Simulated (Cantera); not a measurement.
Input: 1 mol Zr, 0.034 mol H2O, at 2.90e-6 bar.

Cantera equilibrium calculation (NASA polynomials, part measured and part estimated; ideal gas, pure solids and liquids). Candidate condensed phases: H2O, Zr, ZrO2; 12 gas species. Mutual solubility and eutectic melting of coexisting phases are not modelled. Condensed phases not in the tables: N, O or C dissolved in the metal. Rates play no part.

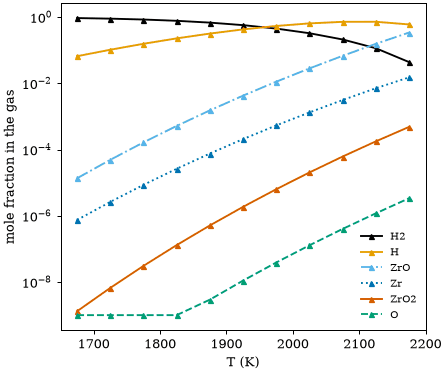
Fig. 1. Equilibrium gas composition (values under 1e-9 drawn at 1e-9)

Read off the mole fractions at 2075 K.

H about 0.72, H2 about 0.21, ZrO about 0.068, Zr about 0.0031, ZrO2 about 6.2e-5, O about 4.0e-7.
